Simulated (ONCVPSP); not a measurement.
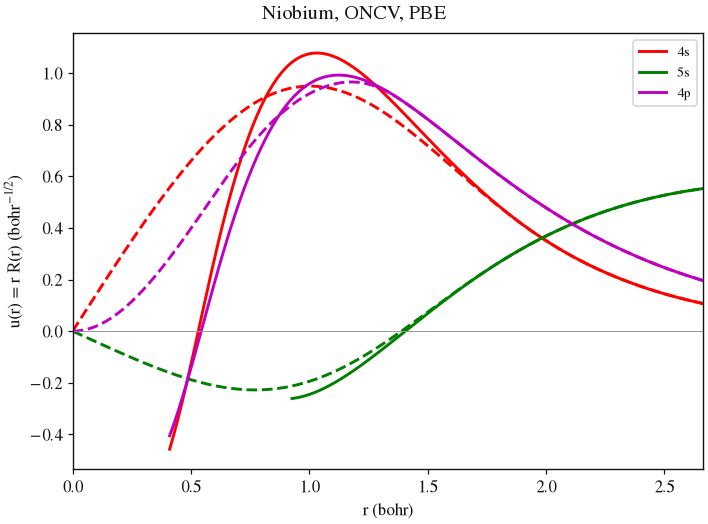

**Figure 1.** Pseudo-waves (dashed) against the all-electron radial functions (solid). The innermost oscillations of some all-electron curves aren't drawn. Reference configuration 4s2 4p6 4d4 5s1.

- Matching radii: 4s at 2.05 bohr; 5s at 2.05 bohr; 4p at 1.40 bohr. The curves merge smoothly, so the plot gives these only roughly.
- Nodes of the pseudo-waves: 4s has no node; 5s has a node at about 1.4 bohr; 4p has no node. A node in 5s is expected, since a lower shell of the same l is also in the valence and the two must stay orthogonal.

# Nb: pseudopotential generation

- system: niobium (Nb, Z = 41), core [Ar] 3d10, reference valence 4s2 4p6 4d4 5s1, valence charge 13.
- method: ONCV potential, PBE, scalar-relativistic, made with ONCVPSP 4.0.1

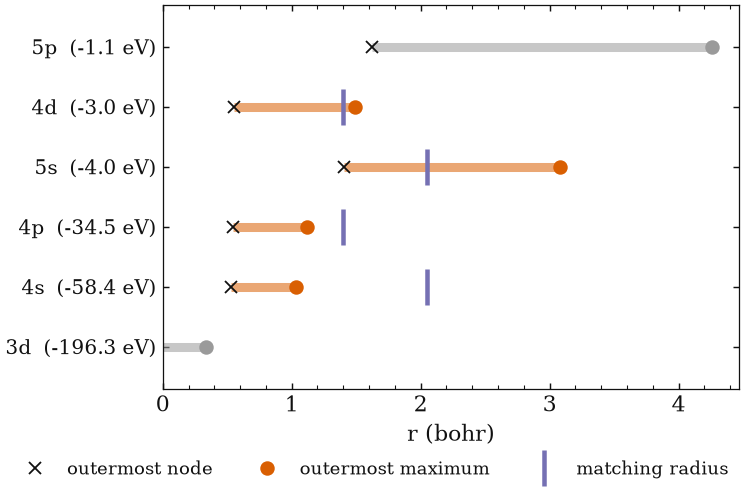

**Figure 2.** Outer shells of the all-electron reference atom: each bar runs from the outermost node (or the nucleus) to the outermost maximum of u(r); the tick is the radius chosen for the pseudo-wave. Shells without a tick have no pseudo-wave of their own. Levels, nodes and maxima are from ld1.x, scalar-relativistic.

- Radii against the shells: 4s: 2.05 bohr, outside the maximum; 4p: 1.40 bohr, outside the maximum; 5s: 2.05 bohr, between node and maximum; 4d: 1.40 bohr, between node and maximum.

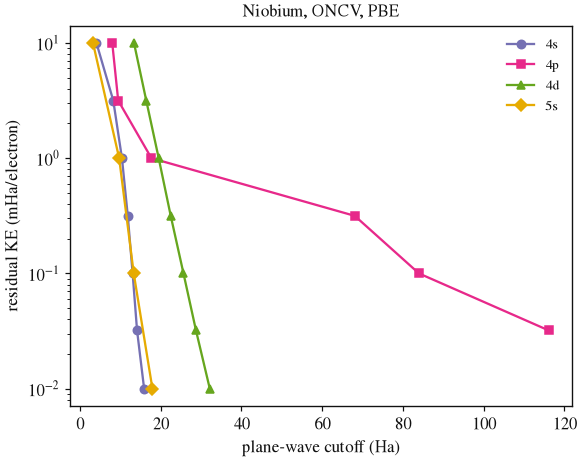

**Figure 3.** Residual kinetic energy of the pseudo-waves (the first of each channel, and further valence shells) beyond the plane-wave cutoff, as the generator prints it.

- Cutoffs for 1 mHa per electron: 4d: 20 Ha; 4p: 18 Ha; 4s: 10 Ha; 5s: 9.8 Ha.
- Cutoffs for the occupied states: 20 Ha for 1 mHa and 84 Ha for 0.1 mHa per electron. The first is set by 4d.

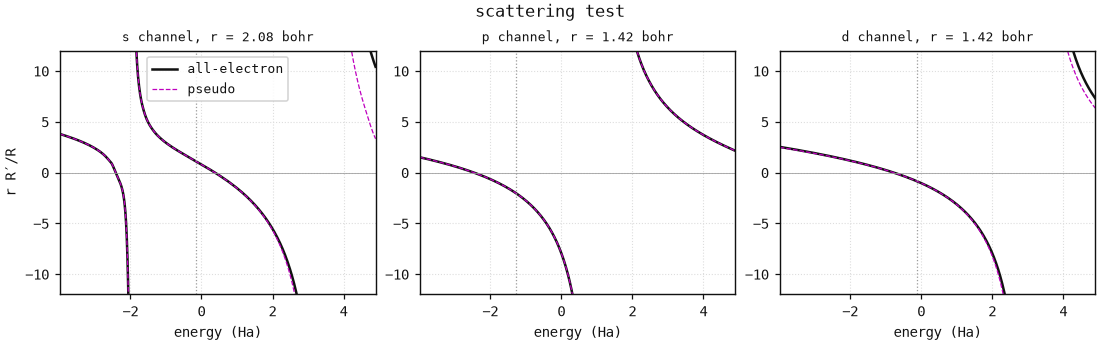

**Figure 4.** Logarithmic derivatives r R′/R at the test radius against energy, all-electron atom (solid) and pseudo-atom (dashed). Here R(r) is the radial function. The dotted line marks the reference energy of the channel. Not drawn: f: not judged.

- Poles, where the radial function vanishes at the test radius: s: all-electron at -2.0 and 3.6 Ha, pseudo at -2.0 and 3.5 Ha; p: all-electron at 1.1 Ha, pseudo at 1.1 Ha; d: all-electron at 3.2 Ha, pseudo at 3.1 Ha.
- Ghost states: the plot shows none: pseudo and all-electron curves have the same branches in all channels drawn. The separate test gives: no bound ghost flagged; no localised positive-energy state flagged.

These pictures come from the run below.

### Input
```
# ATOM AND REFERENCE CONFIGURATION
# atsym  z   nc   nv     iexc    psfile
  Nb 41.00    6    4        4      upf
#
#   n    l    f
    1    0    2.00
    2    0    2.00
    2    1    6.00
    3    0    2.00
    3    1    6.00
    3    2   10.00
    4    0    2.00
    4    1    6.00
    4    2    4.00
    5    0    1.00
#
# PSEUDOPOTENTIAL AND OPTIMIZATION
# lmax
    2
#
#   l,   rc,      ep,       ncon, nbas, qcut
    0    2.05    0.00    4    7    5.60
    1    1.40    0.00    3    7    5.50
    2    1.40    0.00    4    7    8.10
#
# LOCAL POTENTIAL
# lloc, lpopt,  rc(5),   dvloc0
    2    5    1.40    0.00
#
# VANDERBILT-KLEINMAN-BYLANDER PROJECTORs
# l, nproj, debl
    0    2    3.70
    1    3    3.50
    2    0    3.00
#
# MODEL CORE CHARGE
# icmod, fcfact, rcfact
    3    5.50    1.50
#
# LOG DERIVATIVE ANALYSIS
# epsh1, epsh2, depsh
   -4.00    5.00    0.02
#
# OUTPUT GRID
# rlmax, drl
    6.00    0.01
#
# TEST CONFIGURATIONS
# ncnf
    4
# nvcnf
#   n    l    f
    4
    4    0    2.00
    4    1    6.00
    4    2    4.00
    5    0    0.00
#
    4
    4    0    2.00
    4    1    6.00
    4    2    3.00
    5    0    0.00
#
    4
    4    0    2.00
    4    1    6.00
    4    2    2.00
    5    0    0.00
#
    4
    4    0    2.00
    4    1    6.00
    4    2    5.00
    5    0    0.00
#
```

Command:
```bash
oncvpsp.x < Nb.dat > Nb.out
```

### Output (extracts)
```
ONCVPSP  (Optimized Norm-Conservinng Vanderbilt PSeudopotential)
scalar-relativistic version 4.0.1

#   n    l    f        energy (Ha)
    1    0    2.00    -6.9120290E+02
    2    0    2.00    -9.6681772E+01
    2    1    6.00    -8.6326918E+01
    3    0    2.00    -1.6131227E+01
    3    1    6.00    -1.2746200E+01
    3    2   10.00    -7.2135589E+00
    4    0    2.00    -2.1459372E+00
    4    1    6.00    -1.2686276E+00
    4    2    4.00    -1.1173118E-01
    5    0    1.00    -1.4633998E-01

Reference configufation results
  iterations    23
  all-electron total energy (Ha)   -3.81961209D+03

Begin loop to  construct optimized pseudo wave functions
and semi-local pseudopoentials for all angular momenta

Calculating optimized projector #   1

 for l=   0

    Fraction of norm inside rc  0.971661
    Optimizing pswf for qcut=   5.60 a_B^-1,  ecut=  15.67 Ha
    Residual kinetic energy error=  7.86D-06 Ha

    Energy error per electron        Cutoff
         Ha          eV             Ha
         0.01000     0.27211        4.12
         0.00100     0.02721       10.44
         0.00010     0.00272       13.09
         0.00001     0.00027       15.93

Calculating optimized projector #   2

 for l=   0

    Fraction of norm inside rc  0.074567
    Optimizing pswf for qcut=   5.60 a_B^-1,  ecut=  15.67 Ha
    Residual kinetic energy error=  1.76D-05 Ha

    Energy error per electron        Cutoff
         Ha          eV             Ha
         0.01000     0.27211        3.27
         0.00100     0.02721        9.75
         0.00010     0.00272       13.36
         0.00001     0.00027       17.99

   Wellstate for l =  1  n =  6
     eigenvalue =   2.2314
     asymptotic potential =   2.7314
     half-point radius =  3.2036

   Wellstate for l =  1  n =  7
     eigenvalue =   5.7314
     asymptotic potential =   6.2314
     half-point radius =  2.8677

Calculating optimized projector #   1

 for l=   1

    Fraction of norm inside rc  0.631246
    Optimizing pswf for qcut=   5.49 a_B^-1,  ecut=  15.09 Ha
    Residual kinetic energy error=  1.33D-03 Ha

    Energy error per electron        Cutoff
         Ha          eV             Ha
         0.01000     0.27211        8.04
         0.00100     0.02721       17.75
         0.00010     0.00272       84.00

Calculating optimized projector #   2

 for l=   1

    Fraction of norm inside rc  0.068501
    Optimizing pswf for qcut=   5.49 a_B^-1,  ecut=  15.09 Ha
    Residual kinetic energy error=  1.44D-03 Ha

    Energy error per electron        Cutoff
         Ha          eV             Ha
         0.01000     0.27211        8.60
         0.00100     0.02721       17.25
         0.00010     0.00272       54.22
         0.00001     0.00027       97.42

Calculating optimized projector #   3

 for l=   1

    Fraction of norm inside rc  0.063908
    Optimizing pswf for qcut=   5.49 a_B^-1,  ecut=  15.09 Ha
    Residual kinetic energy error=  8.61D-03 Ha

    Energy error per electron        Cutoff
         Ha          eV             Ha
         0.01000     0.27211       12.58
         0.00100     0.02721       23.83
         0.00010     0.00272       76.58
         0.00001     0.00027      148.92

Calculating optimized projector #   1

 for l=   2

    Fraction of norm inside rc  0.244884
    Optimizing pswf for qcut=   8.09 a_B^-1,  ecut=  32.73 Ha
    Residual kinetic energy error=  8.49D-06 Ha

    Energy error per electron        Cutoff
         Ha          eV             Ha
         0.01000     0.27211       13.42
         0.00100     0.02721       19.54
         0.00010     0.00272       25.68
         0.00001     0.00027       32.20

Construct Vanderbilt / Kleinmman-Bylander projectors

B matrix Hermiticity error, ll=   0
   1   2    1.5213E-04

  Orthonormal projector coefficients  5.6702E+00  9.7166E-01

B matrix Hermiticity error, ll=   1
   1   2   -4.0121E-04
   1   3    7.1126E-04
   2   3    2.0921E-04

  Orthonormal projector coefficients  3.5846E+01  6.2249E+00  1.7558E+00

Model core correction analysis
  based on d2Exc/dn_idn_j

d2excae - all-electron derivatives

   -3.405386D-02   -2.996048D-02   -1.363743D-02   -1.823545D-03
   -2.996070D-02   -2.822247D-02   -1.556319D-02   -2.385476D-03
   -1.363758D-02   -1.556326D-02   -1.779937D-02   -1.261313D-02
   -1.823287D-03   -2.384752D-03   -1.260954D-02   -2.752919D-02

d2excps - pseudofunction derivatives with no core correction

   -4.500321D-02   -3.241538D-02   -1.384528D-02   -2.875428D-03
   -3.241599D-02   -3.061359D-02   -1.637302D-02   -2.610428D-03
   -1.384532D-02   -1.637313D-02   -1.805469D-02   -1.266103D-02
   -2.876307D-03   -2.609732D-03   -1.265743D-02   -2.760940D-02

rms 2nd derivative error    2.973335E-03

rmatch, rhocmatch    0.7948    9.2853

Teter function model core charge with specified parameters

d2excps - pseudofunction derivatives with core correction

   -2.669396D-02   -2.406874D-02   -1.184138D-02   -1.528242D-03
   -2.406858D-02   -2.532981D-02   -1.502617D-02   -2.054138D-03
   -1.184132D-02   -1.502619D-02   -1.773145D-02   -1.252680D-02
   -1.527946D-03   -2.053401D-03   -1.252320D-02   -2.750484D-02

rms 2nd derivative error    2.951786E-03

Pseudoatom total energy  -57.558836

Diagnostic tests using Vanderbilt-Kleinman-Bylander pseudopotentials
  1 or more projectors used as specified by nproj input data

   l    rcore       rmatch      e in        delta e   norm test  slope test

   0   2.0574219   2.1198897  -2.1459372   0.0000015   1.0001318   1.0001195
   0   2.0574219   2.1198897  -0.1463400   0.0000013   1.0000212   1.0000167

   1   1.4029836   1.4455812  -1.2686276   0.0001232   1.0001228   1.0003099
   1   1.4029836   1.4455812   2.2313724   0.0000283   1.0004313   1.0004313
   1   1.4029836   1.4455812   5.7313724   0.0005601   1.0003811   1.0003811

   2   1.4029836   1.4455812  -0.1117312   0.0000098   1.0000176   1.0000790

 Testing for bound ghosts
   n   l    E NL Schr. Eq   E Basis Diag.   E Cutoff

   1   0       -2.145936       -2.145910     45.10
   2   0       -0.146339       -0.115900     45.10

   2   1       -1.268504       -1.267993    153.56

 Testing for highly-localized positive-energy ghosts
       l    <radius>/rc     E Basis Diag.   E Cutoff

Test configuration 0

   n   l     f        eae           eps        diff
   1   0  2.0000 -691.20290143
   2   0  2.0000  -96.68177154
   2   1  6.0000  -86.32691751
   3   0  2.0000  -16.13122659
   3   1  6.0000  -12.74619995
   3   2 10.0000   -7.21355889
   4   0  2.0000   -2.14593718   -2.14593567    1.50D-06
   4   1  6.0000   -1.26862757   -1.26850439    1.23D-04
   4   2  4.0000   -0.11173118   -0.11172141    9.77D-06
   5   0  1.0000   -0.14633998   -0.14633869    1.29D-06

    Total energies and differences
      AE_ref= -3.81961209D+03  AE_tst= -3.81961209D+03  dif=  0.00D+00
      PS_ref= -5.75588362D+01  PS_tst= -5.75588362D+01  dif=  8.53D-14
      PSP excitation error= -8.53D-14

Test configuration 1

   n   l     f        eae           eps        diff
   1   0  2.0000 -691.43928562
   2   0  2.0000  -96.91438472
   2   1  6.0000  -86.55977926
   3   0  2.0000  -16.36471742
   3   1  6.0000  -12.97966768
   3   2 10.0000   -7.44673710
   4   0  2.0000   -2.38164956   -2.38294813   -1.30D-03
   4   1  6.0000   -1.50567377   -1.50594187   -2.68D-04
   4   2  4.0000   -0.34208150   -0.34201646    6.50D-05

    Total energies and differences
      AE_ref= -3.81961209D+03  AE_tst= -3.81936817D+03  dif=  2.44D-01
      PS_ref= -5.75588362D+01  PS_tst= -5.73148018D+01  dif=  2.44D-01
      PSP excitation error= -1.12D-04

Test configuration 2

   n   l     f        eae           eps        diff
   1   0  2.0000 -691.85416461
   2   0  2.0000  -97.33380226
   2   1  6.0000  -86.97885088
   3   0  2.0000  -16.78199945
   3   1  6.0000  -13.39694346
   3   2 10.0000   -7.86443472
   4   0  2.0000   -2.78903468   -2.78967918   -6.45D-04
   4   1  6.0000   -1.90630911   -1.90620411    1.05D-04
   4   2  3.0000   -0.70189529   -0.70178081    1.14D-04

    Total energies and differences
      AE_ref= -3.81961209D+03  AE_tst= -3.81885220D+03  dif=  7.60D-01
      PS_ref= -5.75588362D+01  PS_tst= -5.67989328D+01  dif=  7.60D-01
      PSP excitation error= -1.16D-05

Test configuration 3

psatom: WARNING lschvkbb convergence error n,l,iter=   3   2   5
ea(ii),et,emin,emax -1.347922E-01 -1.482714E-01 -1.482714E-01 -1.482714E-01
run_config: WARNING for fully non-local PS atom, stg. 1
 WARNING no output for configuration 4

Test configuration 4

   n   l     f        eae           eps        diff
   1   0  2.0000 -691.13875706
   2   0  2.0000  -96.61228258
   2   1  6.0000  -86.25782960
   3   0  2.0000  -16.06242013
   3   1  6.0000  -12.67736053
   3   2 10.0000   -7.14433534
   4   0  2.0000   -2.07988816   -2.08173442   -1.85D-03
   4   1  6.0000   -1.20620299   -1.20667784   -4.75D-04
   4   2  5.0000   -0.07023297   -0.07021245    2.05D-05

    Total energies and differences
      AE_ref= -3.81961209D+03  AE_tst= -3.81956543D+03  dif=  4.67D-02
      PS_ref= -5.75588362D+01  PS_tst= -5.75120024D+01  dif=  4.68D-02
      PSP excitation error= -1.74D-04
```

### Key numbers

- outcome: generated
- cutoffs needed: 20 Ha and 84 Ha (the cutoffs at which the residual kinetic energy of the hardest occupied pseudo-wave falls to 1 and 0.1 mHa per electron)
- ghost test: no bound ghost flagged; no localised positive-energy state flagged
- configuration tests: 1 of 4 tests not solved
- rms error of d²Exc/dni dnj: 2.97 mHa without and 2.95 mHa with the model core
- largest excitation error among the tests solved: -4.7 meV (all-electron minus pseudo) for 4s2 4p6 4d5 5s0
- range over which the phases arctan(r R′/R) at the test radius agree within 0.05 rad (a looser test near the poles than one of phase shifts): s: up to about 4.3 Ha; p: over the whole range computed; d: over the whole range computed; f: not judged, local potential alone
- hardware: 1 CPU thread, shared host
- wall time: 3.5 s

### Remarks

Warnings of the program, in the generation or the tests: psatom: WARNING lschvkbb convergence error n,l,iter= 3 2 5.
